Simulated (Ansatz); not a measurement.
| atom | x (Å) | y (Å) | z (Å) |
| --- | --- | --- | --- |
| C | -0.2720 | 0.4718 | 0.1396 |
| O | 1.0631 | 0.1816 | -0.4204 |
| Si | -0.0687 | -0.4075 | -1.5122 |
| H | -0.4577 | -0.0654 | 1.0708 |
| H | -0.4678 | 1.5424 | 0.2136 |

Geometry: B3LYP/6-31G*.

Method: isolated molecule in a Gaussian basis; Kohn-Sham density functional theory, functional PBE0 (Ansatz 0.2.0).

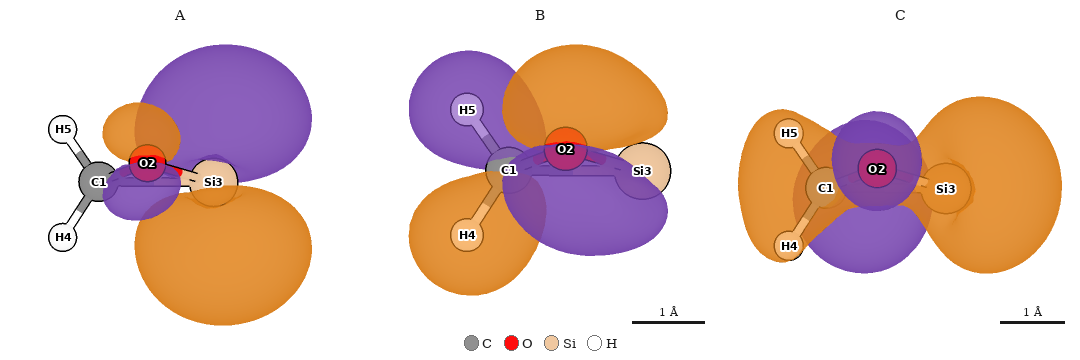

CH2OSi (SMILES C1O[Si]1). Three frontier orbitals at ±0.1 Å⁻³ᐟ² (orange and purple are the two phases), in no order.

> Order the three orbitals by energy and name them.

B is the HOMO−1 (−8.74 eV). By Hirshfeld shares it lies mainly on O2 (about 55 %), C1 (about 15 %), H4 (about 10 %) and H5 (about 10 %). C is the HOMO (−7.02 eV). Its weight (Hirshfeld) is mainly on Si3 (about 45 %), C1 (about 35 %) and O2 (about 15 %). A is the LUMO (−2.27 eV). It lies mainly on Si3 (about 85 %) and O2 (about 10 %).

> What is the HOMO–LUMO gap?

4.75 eV between the orbital energies.
